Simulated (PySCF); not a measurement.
**[MoO2]-: rigid scans about the minimum**

Aim: map the energy of quartet [MoO2]- about its PBE minimum, with rigid distortions.

Computed with PySCF 2.14.0. Level: PBE, basis Mo def2-SVPD with ECP28, O def2-SVPD, scalar-relativistic core potentials, no spin–orbit coupling, density fitting.

**1. Where the work starts**

3 atoms, charge -1, spin multiplicity 4.

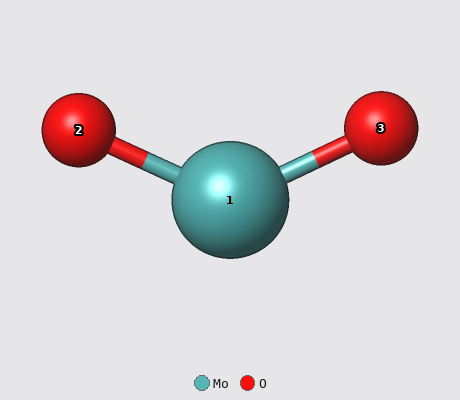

The starting geometry (molybdenum teal, oxygen red); atoms are numbered from 1 in the order of the file.

```xyz
3
charge -1 multiplicity 4
Mo    0.0000   -0.1830    0.0000
O     0.0000    0.5615    1.5927
O     0.0000    0.5615   -1.5927
```

**2. Real-space pictures of the lowest minimum**

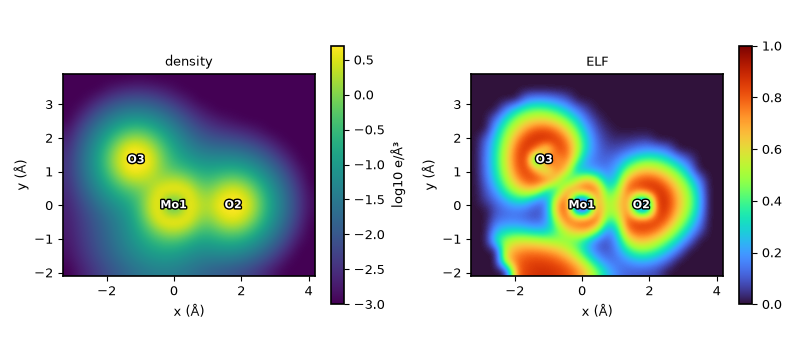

The plane holds Mo1 at (0.00, 0.00), O2 at (1.76, 0.00), O3 at (-1.13, 1.35) Å. ELF is set to 0 where the density is under 0.005 e/Å³; an orbital's overall sign is arbitrary. Electrons inside core potentials are absent.

Orbitals, density, ELF and potential are computed afterwards from the orbital file.

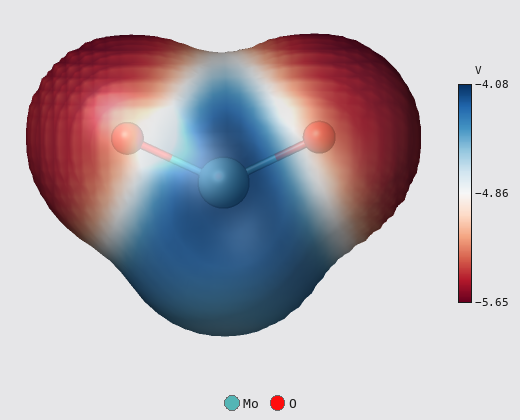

The potential that a unit positive charge feels on the 0.002 e/bohr³ surface, from the 1st to the 99th percentile, from -5.65 V near O3 to -4.08 V near Mo1.

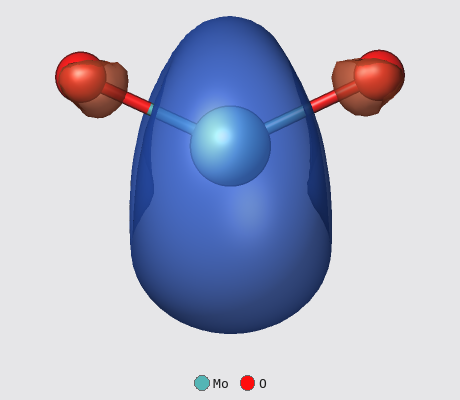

Spin density at ±0.04 e/Å³ (alpha excess blue, beta excess red).

Making the fields took 3.5 s on 2 threads of Intel Xeon Platinum 8375C at 2.90GHz (Ice Lake), shared host.

**3. Breathing scan**

One driver script runs all scans and calls PySCF for each point, on a (75, 302) grid.

On the command line:

```console
> OMP_NUM_THREADS=2 python axn.py task.json out
```

A rigid scan with PBE: all bonds to the central atom are scaled together. Each point starts from its neighbour's orbitals, and energies count from the minimum. Dipoles of the ion refer to the centre of mass.

```csv
scale of all bonds to the centre,energy (kJ/mol),dipole size (D),⟨S²⟩
0.88,266.8,0.98,3.76
0.92,104.1,0.29,3.76
0.96,23.0,0.34,3.76
1.00,0.0,0.93,3.77
1.04,17.8,1.47,3.78
1.08,63.1,1.97,3.79
1.14,161.9,2.63,3.82
1.22,317.6,3.35,3.92
1.35,559.1,4.13,4.40
```

The scan took 31 s.

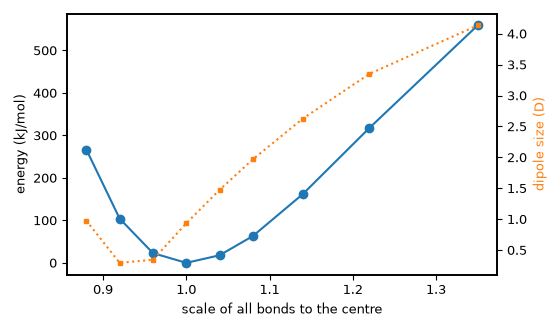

Energy (circles) and dipole moment (squares) along the scan.

⟨S²⟩ grows along the scan: the determinant mixes in higher spin as the pair uncouples.

**4. Stretching one bond**

A rigid scan with PBE: the bond from Mo to the last atom (O) is scaled and the rest held.

```csv
scale of one bond,energy (kJ/mol),dipole size (D),⟨S²⟩
0.92,46.0,1.15,3.76
0.96,10.2,0.84,3.77
1.00,0.0,0.93,3.77
1.05,12.0,1.43,3.77
1.12,56.7,2.26,3.78
1.20,126.5,3.18,3.80
1.35,263.9,4.54,3.91
1.55,406.5,5.37,4.32
1.80,510.5,5.91,4.71
2.20,580.3,7.17,4.98
```

The scan took 88 s.

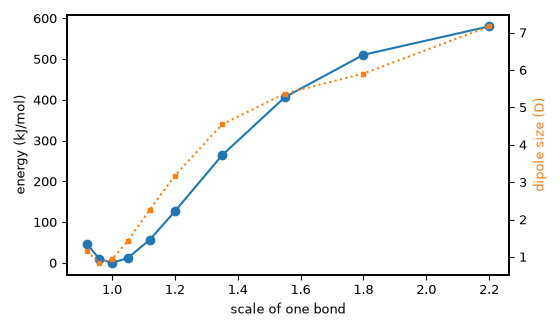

Energy (circles) and dipole moment (squares) along the scan.

⟨S²⟩ grows along the scan: the determinant mixes in higher spin as the pair uncouples.

**5. Outcome**

| quantity | value |
| --- | --- |
| all bonds 4 % longer | 17.8 kJ/mol |
| one bond 20 % longer | 126.5 kJ/mol |

**Reading.** Shortening all bonds by 4 % costs 23.0 kJ/mol and lengthening them 17.8: the wall is steeper on the short side. A highest occupied level above zero is common for anions with such functionals; it warns that the extra electron is poorly described. Other spin states or occupations of the open shell can lie lower.
